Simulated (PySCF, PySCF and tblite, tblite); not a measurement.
# C₄H₁₀BNO₂: a path driven as rotation about a bond, and NMR exchange, part 1 of 2

How fast is rotation about a bond in C₄H₁₀BNO₂ (`COB(C)NC(C)=O`), and when do the exchanging lines merge?

Programs: PySCF 2.14.0 with density-fitted response routines of our own, and tblite 0.8.0. All values are computed, except where a source is named. Atoms count from 0 throughout.

## 1. The molecule as given

18 atoms, charge 0, multiplicity 1; geometry from: force field or distance geometry start.

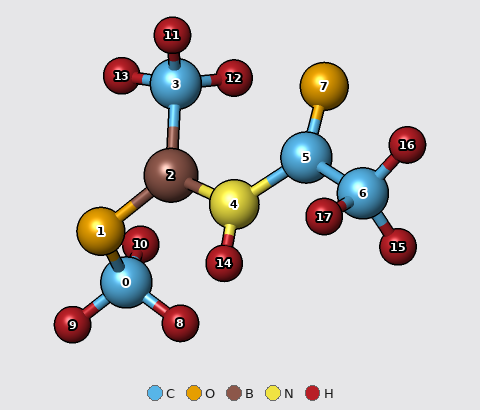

The starting geometry (carbon blue, oxygen amber, boron brown, nitrogen yellow, hydrogen red), atoms numbered.

## 2. GFN2-xTB relaxation, start minimum

Job settings and geometry (Å):

```
{"job": {"xc": "GFN2-xTB", "basis": "xTB", "kind": "relax"}, "charge": 0, "multiplicity": 1}
C     -2.597300    -1.044600    -0.247500
O     -1.970000    -0.577400     0.909900
B     -0.790000     0.225800     0.530300
C     -0.981000     1.812100     0.353900
N      0.559300    -0.460200     0.358600
C      1.776300     0.189500    -0.038800
C      3.039900    -0.605700    -0.150200
O      1.811100     1.423500    -0.311400
H     -1.933400    -1.702600    -0.849400
H     -3.485900    -1.654200     0.058000
H     -2.994500    -0.199400    -0.865900
H     -0.315700     2.332500     1.072800
H     -0.747000     2.104200    -0.669100
H     -2.027100     2.083300     0.580000
H      0.580600    -1.478900     0.530400
H      2.971700    -1.278900    -1.015600
H      3.919400     0.063400    -0.260500
H      3.174900    -1.226000     0.769700
```

The run is started by

```sh
> OMP_NUM_THREADS=1 python ens_run.py task.json out
```

One launch serves the whole session.

Output:

```text
step      E/eV     max force
  0    -706.98534    3.835
  1    -707.22238    4.048
  2    -707.39444    1.095
  3    -707.47964    0.647
  4    -707.52600    0.667
  5    -707.55388    0.416
  6    -707.59108    0.548
  7    -707.61631    0.513
  8    -707.63415    0.307
  9    -707.64690    0.253
 10    -707.65977    0.303
 11    -707.67207    0.279
 12    -707.68271    0.262
 13    -707.69175    0.249
 14    -707.70256    0.402
 15    -707.71887    0.501
 16    -707.73889    0.448
 17    -707.75781    0.346
 18    -707.77533    0.327
 19    -707.79120    0.398
 20    -707.80938    0.396
 21    -707.82620    0.382
 22    -707.83995    0.415
 23    -707.85701    0.358
 24    -707.88349    0.475
 25    -707.91292    0.474
 26    -707.94217    0.417
 27    -707.96833    0.369
 28    -707.99006    0.369
 29    -708.00578    0.449
 30    -708.02113    0.318
 31    -708.03543    0.304
 32    -708.05360    0.275
 33    -708.06159    0.229
 34    -708.07410    0.172
 35    -708.07831    0.168
 36    -708.08145    0.151
 37    -708.08450    0.140
 38    -708.08918    0.165
 39    -708.09461    0.177
 40    -708.10028    0.199
 41    -708.10625    0.213
 42    -708.11373    0.244
 43    -708.12290    0.308
 44    -708.13187    0.254
 45    -708.13951    0.232
 46    -708.14567    0.254
 47    -708.15224    0.184
 48    -708.15809    0.155
 49    -708.16204    0.157
 50    -708.16488    0.162
 51    -708.16779    0.140
 52    -708.17117    0.195
 53    -708.17461    0.158
 54    -708.17734    0.124
 55    -708.17981    0.112
 56    -708.18282    0.134
 57    -708.18714    0.180
 58    -708.19102    0.155
 59    -708.19344    0.117
 60    -708.19497    0.092
 61    -708.19663    0.107
 62    -708.19871    0.118
 63    -708.20104    0.124
 64    -708.20296    0.101
 65    -708.20452    0.095
 66    -708.20587    0.078
 67    -708.20699    0.100
 68    -708.20779    0.081
 69    -708.20834    0.043
 70    -708.20879    0.059
 71    -708.20917    0.061
 72    -708.20952    0.056
 73    -708.20982    0.036
 74    -708.21010    0.034
 75    -708.21036    0.045
 76    -708.21066    0.071
 77    -708.21103    0.076
 78    -708.21153    0.052
 79    -708.21214    0.053
 80    -708.21277    0.048
 81    -708.21335    0.072
 82    -708.21397    0.068
 83    -708.21456    0.049
 84    -708.21503    0.051
 85    -708.21534    0.040
 86    -708.21556    0.042
 87    -708.21575    0.031
 88    -708.21594    0.027
 89    -708.21609    0.027
 90    -708.21619    0.028
 91    -708.21624    0.019
 92    -708.21627    0.012
 93    -708.21629    0.011
 94    -708.21631    0.014
 95    -708.21634    0.015
 96    -708.21637    0.014
 97    -708.21639    0.011
 98    -708.21641    0.015
 99    -708.21645    0.021
100    -708.21653    0.033
101    -708.21664    0.041
102    -708.21678    0.035
103    -708.21691    0.028
104    -708.21705    0.029
105    -708.21721    0.036
106    -708.21741    0.037
107    -708.21765    0.038
108    -708.21792    0.042
109    -708.21822    0.045
110    -708.21853    0.044
111    -708.21880    0.039
112    -708.21900    0.039
113    -708.21900    0.046
114    -708.21923    0.037
115    -708.21932    0.023
116    -708.21946    0.019
117    -708.21952    0.019
118    -708.21960    0.021
119    -708.21967    0.020
120    -708.21974    0.018
121    -708.21979    0.016
122    -708.21982    0.016
123    -708.21986    0.013
124    -708.21991    0.012
125    -708.21995    0.012
126    -708.22000    0.015
127    -708.22004    0.015
128    -708.22009    0.016
129    -708.22015    0.016
130    -708.22025    0.030
131    -708.22037    0.031
132    -708.22054    0.060
133    -708.22076    0.047
134    -708.22147    0.089
135    -708.22175    0.055
136    -708.22217    0.033
137    -708.22258    0.086
138    -708.22292    0.053
139    -708.22363    0.061
140    -708.22437    0.074
141    -708.22477    0.054
142    -708.22479    0.117
143    -708.22505    0.096
144    -708.22517    0.018
145    -708.22527    0.023
146    -708.22538    0.030
147    -708.22544    0.017
148    -708.22549    0.015
149    -708.22554    0.021
150    -708.22560    0.021
151    -708.22568    0.024
152    -708.22576    0.022
153    -708.22586    0.026
154    -708.22598    0.036
155    -708.22610    0.032
156    -708.22622    0.037
157    -708.22627    0.050
158    -708.22647    0.029
159    -708.22661    0.022
160    -708.22690    0.031
161    -708.22705    0.036
162    -708.22725    0.035
163    -708.22752    0.043
164    -708.22773    0.036
165    -708.22789    0.039
166    -708.22802    0.038
167    -708.22817    0.028
168    -708.22833    0.022
169    -708.22844    0.024
170    -708.22859    0.027
171    -708.22873    0.035
172    -708.22889    0.031
173    -708.22901    0.024
174    -708.22910    0.020
175    -708.22918    0.022
176    -708.22928    0.030
177    -708.22933    0.029
178    -708.22942    0.016
179    -708.22946    0.018
180    -708.22950    0.012
181    -708.22953    0.014
182    -708.22956    0.015
183    -708.22959    0.014
184    -708.22962    0.015
185    -708.22965    0.017
186    -708.22967    0.018
187    -708.22970    0.014
188    -708.22972    0.016
189    -708.22974    0.018
190    -708.22978    0.018
191    -708.22982    0.021
192    -708.22986    0.017
193    -708.22989    0.014
194    -708.22992    0.016
195    -708.22996    0.016
196    -708.23001    0.022
197    -708.23008    0.023
198    -708.23015    0.017
199    -708.23021    0.012
200    -708.23023    0.016
201    -708.23026    0.011
202    -708.23028    0.011
203    -708.23030    0.010
204    -708.23032    0.010
205    -708.23034    0.011
206    -708.23035    0.012
207    -708.23038    0.011
208    -708.23039    0.010
209    -708.23040    0.009
210    -708.23042    0.009
211    -708.23043    0.008
212    -708.23045    0.011
213    -708.23047    0.013
214    -708.23049    0.018
215    -708.23051    0.016
216    -708.23055    0.010
217    -708.23058    0.012
218    -708.23060    0.010
219    -708.23061    0.009
220    -708.23063    0.008
221    -708.23064    0.010
222    -708.23066    0.012
223    -708.23069    0.014
224    -708.23072    0.015
225    -708.23077    0.017
226    -708.23086    0.026
227    -708.23097    0.024
228    -708.23108    0.034
229    -708.23064    0.113
230    -708.23125    0.029
231    -708.23135    0.028
232    -708.23152    0.102
233    -708.23180    0.027
234    -708.23193    0.031
235    -708.23189    0.120
236    -708.23231    0.035
237    -708.23243    0.033
238    -708.23263    0.071
239    -708.23287    0.037
240    -708.23300    0.026
241    -708.23321    0.024
242    -708.23343    0.061
243    -708.23360    0.026
244    -708.23372    0.022
245    -708.23398    0.025
246    -708.23406    0.026
247    -708.23420    0.026
248    -708.23430    0.030
249    -708.23443    0.031
250    -708.23457    0.025
251    -708.23471    0.032
252    -708.23487    0.027
253    -708.23501    0.029
254    -708.23519    0.031
255    -708.23533    0.033
256    -708.23544    0.030
257    -708.23553    0.023
258    -708.23567    0.023
259    -708.23580    0.026
260    -708.23590    0.026
261    -708.23600    0.026
262    -708.23610    0.020
263    -708.23620    0.022
264    -708.23626    0.011
265    -708.23629    0.012
266    -708.23631    0.015
267    -708.23633    0.021
268    -708.23635    0.019
269    -708.23637    0.015
270    -708.23638    0.011
271    -708.23639    0.011
272    -708.23641    0.010
273    -708.23643    0.011
274    -708.23645    0.014
275    -708.23648    0.014
276    -708.23651    0.011
277    -708.23653    0.013
278    -708.23656    0.010
279    -708.23658    0.013
280    -708.23660    0.014
281    -708.23661    0.013
282    -708.23663    0.013
283    -708.23664    0.010
284    -708.23666    0.010
285    -708.23667    0.009
286    -708.23668    0.008
287    -708.23669    0.008
288    -708.23671    0.005
289    -708.23671    0.005
290    -708.23672    0.005
291    -708.23672    0.005
292    -708.23672    0.003
293    -708.23672    0.002
```

Run time: 1.7 s. Hardware: 1 thread of Arm Neoverse V1, shared host.

Relaxing gained 1.251 eV and moved the atoms by 0.74 Å on average (rms).

## 3. Relaxed scan, rotation

Job settings and geometry (Å):

```
{"job": {"xc": "GFN2-xTB", "basis": "xTB", "coordinate": [["t", [1, 2, 4, 5], 0.25], ["t", [1, 2, 4, 14], 0.25], ["t", [3, 2, 4, 5], 0.25], ["t", [3, 2, 4, 14], 0.25]], "kind": "drive"}, "charge": 0, "multiplicity": 1}
C     -2.844795    -0.883188    -0.244455
O     -1.446400    -1.016496    -0.188132
B     -0.606719     0.025788     0.014689
C     -1.069038     1.527591     0.216481
N      0.772174    -0.400555     0.023478
C      1.927926     0.314780     0.194525
C      3.177513    -0.543050     0.128182
O      1.965435     1.507564     0.380737
H     -3.263333    -1.873503    -0.428763
H     -3.239035    -0.493622     0.697806
H     -3.142025    -0.208803    -1.051829
H     -0.228904     2.195754     0.363919
H     -1.632953     1.881252    -0.645608
H     -1.728236     1.620328     1.078472
H      0.908090    -1.392020    -0.121074
H      3.238089    -1.038570    -0.838494
H      4.053591     0.083717     0.266652
H      3.149862    -1.300650     0.908556
```

Output:

```text
point  coordinate     E/eV
  0    -75.300     -708.21318
  1    -60.700     -708.14730
  2    -45.900     -708.04940
  3    -30.800     -707.94815
  4    -15.500     -707.85980
  5     -0.100     -707.81424
  6     15.400     -707.82438
  7     30.700     -707.88011
  8     45.700     -707.97488
  9     60.600     -708.04471
 10     75.300     -708.08278
 11     90.000     -708.09382
```

Wall time 3.1 s (1 thread of Arm Neoverse V1, shared host).

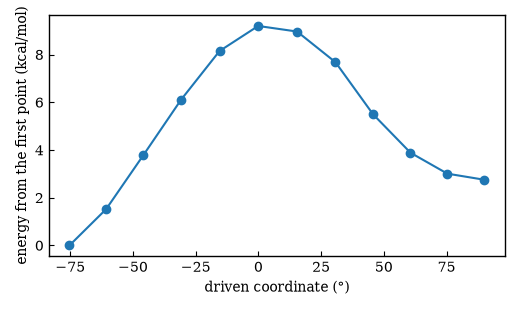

Energy along the scan.

## 4. Nudged elastic band, leg 1

Changed since step 3:

```diff
@@ -1,2 +1,2 @@
-{"job": {"xc": "GFN2-xTB", "basis": "xTB", "coordinate": [["t", [1, 2, 4, 5], 0.25], ["t", [1, 2, 4, 14], 0.25], ["t", [3, 2, 4, 5], 0.25], ["t", [3, 2, 4, 14], 0.25]], "kind": "drive"}, "charge": 0, "multiplicity": 1}
+{"job": {"xc": "GFN2-xTB", "basis": "xTB", "kind": "neb"}, "charge": 0, "multiplicity": 1}
 C     -2.844795    -0.883188    -0.244455
```

Output:

```text
image   E - E0 / eV
  0       0.0000
  1       0.1127
  2       0.3333
  3       0.4087
  4       0.2527
  5       0.1495
  6       0.1352
```

It took 2.1 s on 1 thread of Arm Neoverse V1, shared host; peak memory 0.19 GiB.

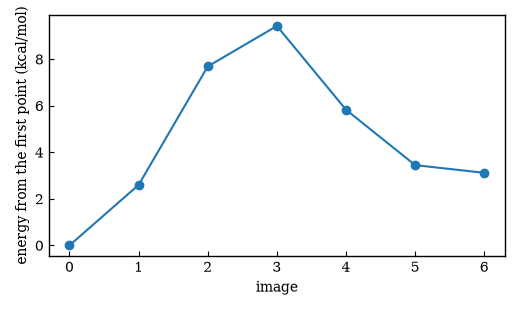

Energy along the band.

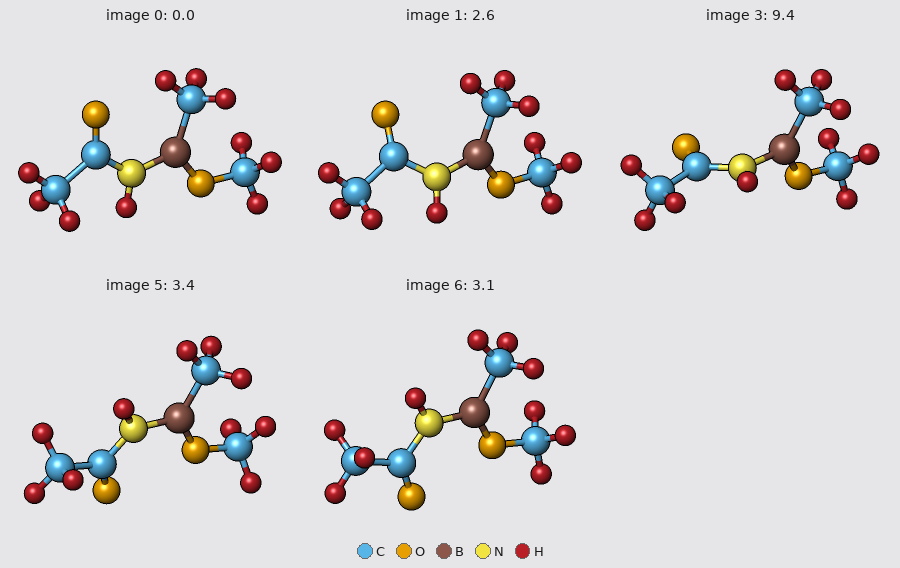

Images along the band, with energies in kcal/mol.

## 5. Saddle search, leg 1

Job settings and geometry (Å):

```
{"job": {"xc": "GFN2-xTB", "basis": "xTB", "kind": "saddle"}, "charge": 0, "multiplicity": 1}
C     -2.717209    -0.889916     0.250728
O     -1.322230    -0.879929     0.060925
B     -0.591511     0.186193    -0.239322
C     -1.148267     1.660416    -0.480548
N      0.859353    -0.074121    -0.408977
C      1.727009    -0.309529     0.606355
C      3.151356    -0.623895     0.183689
O      1.396275    -0.259779     1.771318
H     -3.053018    -1.925439     0.181408
H     -2.965117    -0.496865     1.238802
H     -3.225520    -0.290667    -0.508979
H     -0.366085     2.405444    -0.371050
H     -1.563395     1.767269    -1.481531
H     -1.939912     1.907749     0.222835
H      1.244924    -0.043704    -1.338997
H      3.299968    -0.534073    -0.888671
H      3.835855     0.041498     0.704645
H      3.377522    -1.640652     0.497369
```

Output:

```text
step      E/eV     max force
  0    -707.82797   0.0437
  1    -707.82414   0.1197
  2    -707.82713   0.0443
  3    -707.82651   0.0358
  4    -707.82436   0.1067
  5    -707.82609   0.0345
  6    -707.82542   0.0314
  7    -707.82471   0.0542
  8    -707.82445   0.1138
  9    -707.82500   0.0443
 10    -707.82479   0.0452
 11    -707.82498   0.0252
 12    -707.82559   0.0371
 13    -707.82619   0.0694
 14    -707.82600   0.0220
 15    -707.82640   0.0199
 16    -707.82716   0.0152
 17    -707.82867   0.0450
 18    -707.82778   0.0134
 19    -707.82864   0.0196
 20    -707.82933   0.0199
 21    -707.83023   0.0132
 22    -707.83122   0.0280
 23    -707.83220   0.0449
 24    -707.83330   0.0457
 25    -707.83432   0.0692
 26    -707.83549   0.0393
 27    -707.83673   0.0421
 28    -707.83768   0.0785
 29    -707.83727   0.0167
 30    -707.83776   0.0361
 31    -707.83751   0.0095
 32    -707.83784   0.0086
 33    -707.83828   0.0124
 34    -707.83865   0.0156
 35    -707.83898   0.0156
 36    -707.83937   0.0095
 37    -707.83985   0.0170
 38    -707.84027   0.0224
 39    -707.84064   0.0236
 40    -707.84079   0.0519
 41    -707.84079   0.0105
 42    -707.84099   0.0068
 43    -707.84118   0.0145
 44    -707.84137   0.0154
 45    -707.84151   0.0208
 46    -707.84167   0.0112
 47    -707.84181   0.0218
 48    -707.84190   0.0274
 49    -707.84193   0.0455
 50    -707.84206   0.0332
 51    -707.84221   0.0217
 52    -707.84224   0.0543
 53    -707.84230   0.0119
 54    -707.84235   0.0270
 55    -707.84238   0.0331
 56    -707.84246   0.0130
 57    -707.84247   0.0296
 58    -707.84250   0.0041
 59    -707.84251   0.0045
 60    -707.84251   0.0166
 61    -707.84252   0.0010
lowest wavenumbers (cm-1): -91.9 39.7 42.4 69.2 86.1 94.7
```

Wall time 12 s (1 thread of Arm Neoverse V1, shared host); peak memory 0.19 GiB.

Point group C1; 1 imaginary mode, 92i cm⁻¹, carried by O7, C3, H14, O1. Steps downhill from it reached both ends.

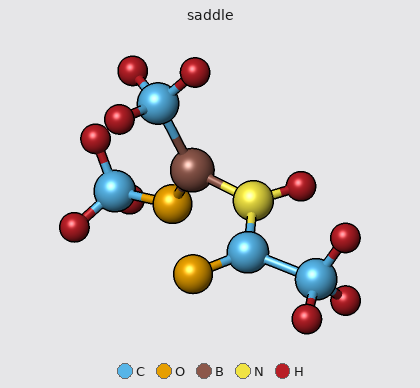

The saddle point.

## 6. Saddle search, other pyramid

Job settings and geometry (Å):

```
{"job": {"xc": "GFN2-xTB", "basis": "xTB", "kind": "saddle"}, "charge": 0, "multiplicity": 1}
C     -2.715262    -0.938775     0.258860
O     -1.336101    -0.905083    -0.009139
B     -0.599831     0.147118    -0.334986
C     -1.099150     1.637668    -0.580419
N      0.856235    -0.151709    -0.455228
C      1.440067    -0.448325    -1.641051
C      2.944910    -0.636159    -1.568476
O      0.806374    -0.571676    -2.667701
H     -3.121562    -1.854150    -0.175774
H     -2.862231    -0.960443     1.340646
H     -3.236315    -0.072821    -0.154741
H     -0.453629     2.172843    -1.270752
H     -2.118913     1.702254    -0.952781
H     -1.064877     2.177545     0.364224
H      1.463002    -0.057161     0.343015
H      3.189201    -1.427126    -0.862653
H      3.321300    -0.902138    -2.551700
H      3.418246     0.286764    -1.240160
```

Output:

```text
step      E/eV     max force
  0    -707.81927   0.2048
  1    -707.82714   0.1279
  2    -707.82731   0.2406
  3    -707.82933   0.0659
  4    -707.82999   0.0578
  5    -707.83077   0.1181
  6    -707.83057   0.0417
  7    -707.83150   0.0358
  8    -707.83225   0.1057
  9    -707.83201   0.0123
 10    -707.83271   0.0265
 11    -707.83344   0.0193
 12    -707.83436   0.0510
 13    -707.83388   0.0110
 14    -707.83438   0.0185
 15    -707.83489   0.0228
 16    -707.83551   0.0146
 17    -707.83628   0.0329
 18    -707.83675   0.0764
 19    -707.83660   0.0155
 20    -707.83695   0.0184
 21    -707.83734   0.0107
 22    -707.83782   0.0207
 23    -707.83835   0.0318
 24    -707.83886   0.0278
 25    -707.83932   0.0699
 26    -707.83910   0.0140
 27    -707.83948   0.0155
 28    -707.83981   0.0220
 29    -707.84010   0.0284
 30    -707.84039   0.0205
 31    -707.84074   0.0148
 32    -707.84098   0.0603
 33    -707.84089   0.0100
 34    -707.84106   0.0200
 35    -707.84121   0.0266
 36    -707.84141   0.0136
 37    -707.84161   0.0318
 38    -707.84177   0.0453
 39    -707.84173   0.0592
 40    -707.84186   0.0664
 41    -707.84213   0.0073
 42    -707.84220   0.0369
 43    -707.84219   0.0073
 44    -707.84224   0.0149
 45    -707.84229   0.0158
 46    -707.84234   0.0090
 47    -707.84239   0.0207
 48    -707.84243   0.0235
 49    -707.84247   0.0086
 50    -707.84246   0.0347
 51    -707.84249   0.0055
 52    -707.84251   0.0127
 53    -707.84252   0.0054
 54    -707.84252   0.0083
 55    -707.84252   0.0000
lowest wavenumbers (cm-1): -91.9 37.3 43.1 69.2 86.1 94.7
```

Run time: 12 s. Hardware: 1 thread of Arm Neoverse V1, shared host; peak memory 0.19 GiB.

Point group C1; 1 imaginary mode, 92i cm⁻¹, carried by O7, C3, H14, O1. Steps downhill from it reached both ends.

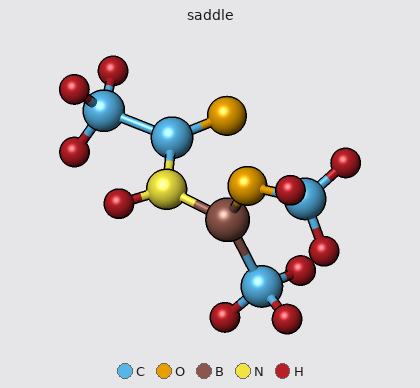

The saddle point.

## 7. Shieldings, start: revPBE/pcSseg-1

Job settings and geometry (Å):

```
{"job": {"kind": "nmr", "xc": "revPBE", "basis": "pcSseg-1", "pop": false}, "charge": 0, "multiplicity": 1}
C     -2.844795    -0.883188    -0.244455
O     -1.446400    -1.016496    -0.188132
B     -0.606719     0.025788     0.014689
C     -1.069038     1.527591     0.216481
N      0.772174    -0.400555     0.023478
C      1.927926     0.314780     0.194525
C      3.177513    -0.543050     0.128182
O      1.965435     1.507564     0.380737
H     -3.263333    -1.873503    -0.428763
H     -3.239035    -0.493622     0.697806
H     -3.142025    -0.208803    -1.051829
H     -0.228904     2.195754     0.363919
H     -1.632953     1.881252    -0.645608
H     -1.728236     1.620328     1.078472
H      0.908090    -1.392020    -0.121074
H      3.238089    -1.038570    -0.838494
H      4.053591     0.083717     0.266652
H      3.149862    -1.300650     0.908556
```

Output:

```text
coarse grid: 14864 points
cycle   1  E = -388.1022974183  dE =  9.378e-01  |g| = 1.146e+00  |ddm| = 3.654e+00
cycle   2  E = -386.8483640611  dE =  1.254e+00  |g| = 2.662e+00  |ddm| = 4.320e+00
cycle   3  E = -388.2902460322  dE = -1.442e+00  |g| = 5.833e-01  |ddm| = 3.831e+00
cycle   4  E = -388.3620441524  dE = -7.180e-02  |g| = 1.579e-01  |ddm| = 5.558e-01
cycle   5  E = -388.3648525553  dE = -2.808e-03  |g| = 9.868e-02  |ddm| = 1.586e-01
cycle   6  E = -388.3667812812  dE = -1.929e-03  |g| = 1.854e-02  |ddm| = 8.176e-02
cycle   7  E = -388.3668393576  dE = -5.808e-05  |g| = 8.430e-03  |ddm| = 1.715e-02
cycle   8  E = -388.3668535006  dE = -1.414e-05  |g| = 1.560e-03  |ddm| = 5.797e-03
cycle   9  E = -388.3668539548  dE = -4.542e-07  |g| = 4.422e-04  |ddm| = 1.719e-03
final grid: 143168 points
cycle  10  E = -388.4463150144  dE = -6.955e-06  |g| = 2.481e-02  |ddm| = 4.391e-02
cycle  11  E = -388.4457263557  dE =  5.887e-04  |g| = 6.064e-02  |ddm| = 5.608e-02
cycle  12  E = -388.4464168278  dE = -6.905e-04  |g| = 9.307e-03  |ddm| = 4.612e-02
cycle  13  E = -388.4464344079  dE = -1.758e-05  |g| = 1.533e-03  |ddm| = 7.475e-03
cycle  14  E = -388.4464348337  dE = -4.258e-07  |g| = 4.116e-04  |ddm| = 1.373e-03
cycle  15  E = -388.4464348709  dE = -3.718e-08  |g| = 8.941e-05  |ddm| = 4.701e-04
cycle  16  E = -388.4464348727  dE = -1.819e-09  |g| = 2.750e-05  |ddm| = 1.024e-04
cycle  17  E = -388.4464348728  dE = -1.396e-10  |g| = 1.177e-05  |ddm| = 2.382e-05
converged SCF energy = -388.4464348728

GIAO shielding tensors (ppm)
atom      isotropic    diamagn.    paramagn.     s11        s22        s33       span
  0 C      127.077     242.506    -115.429    101.919    102.060    177.251     75.332
  1 O      198.255     398.659    -200.403     19.804    250.797    324.166    304.362
  2 B       65.246     198.442    -133.196     32.957     70.348     92.433     59.476
  3 C      186.956     255.592     -68.636    178.841    189.038    192.988     14.147
  4 N       97.993     329.943    -231.950    -24.229    146.126    172.083    196.312
  5 C       13.879     245.730    -231.851    -78.498     33.843     86.293    164.791
  6 C      155.391     251.195     -95.804    124.037    151.969    190.168     66.131
  7 O     -134.601     402.913    -537.514   -479.759   -233.737    309.693    789.452
  8 H       27.834      27.876      -0.043     23.763     26.307     33.432      9.669
  9 H       27.883      29.102      -1.219     24.254     26.062     33.333      9.079
 10 H       27.880      29.217      -1.337     24.229     26.116     33.295      9.065
 11 H       29.320      33.808      -4.488     22.838     28.431     36.690     13.852
 12 H       31.703      32.505      -0.801     27.638     29.729     37.743     10.105
 13 H       31.708      32.386      -0.678     27.642     29.733     37.751     10.109
 14 H       26.035      37.607     -11.573     22.037     25.120     30.948      8.911
 15 H       29.658      29.543       0.115     26.279     29.370     33.326      7.048
 16 H       30.158      27.309       2.849     26.714     28.536     35.224      8.510
 17 H       29.651      29.407       0.244     26.283     29.346     33.323      7.040
```

Run time: 39 s. Hardware: 1 thread of Arm Neoverse V1, shared host; peak memory 0.65 GiB.

Key values: HOMO -5.53 eV, LUMO -0.90 eV; dipole 3.25 D.

(Continued in part 2 of 2.)
